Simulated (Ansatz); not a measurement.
```xyz
8

C    -0.5660    0.1501   -0.4846
O     0.4190    0.6706    0.3707
Ge    0.2942   -1.1482    0.6195
S    -0.2135    0.1155   -2.2477
H    -0.2511    1.4567   -2.4334
H    -1.5916    0.4778   -0.2547
H     1.5198   -1.8973    0.1106
H    -0.2652   -1.5020    1.9943
```

Theory: RKS PBE0/def2-SVP in Ansatz 0.2.0.

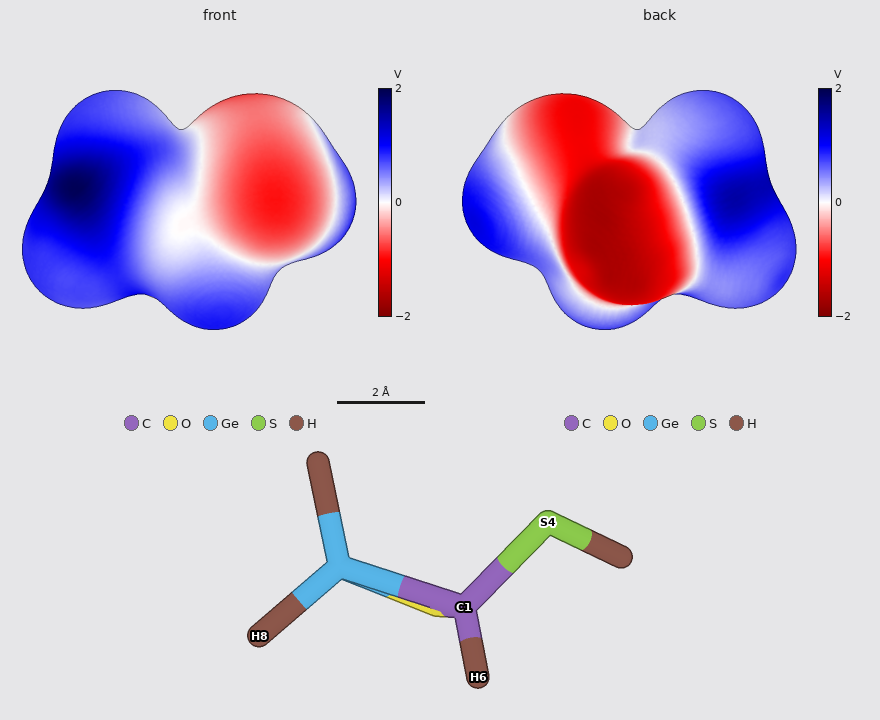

CH4GeOS. The electrostatic potential painted on the density surface at 0.002 e/bohr³, seen from the front and from behind; red is negative and blue positive. The bare structure is drawn below in the same view.

Q: Describe the electrostatic potential map.

A: The most negative region (about −1.7 V) lies over O2, the most positive (about +1.9 V) over Ge3. O2 is the likeliest acceptor of a hydrogen bond.
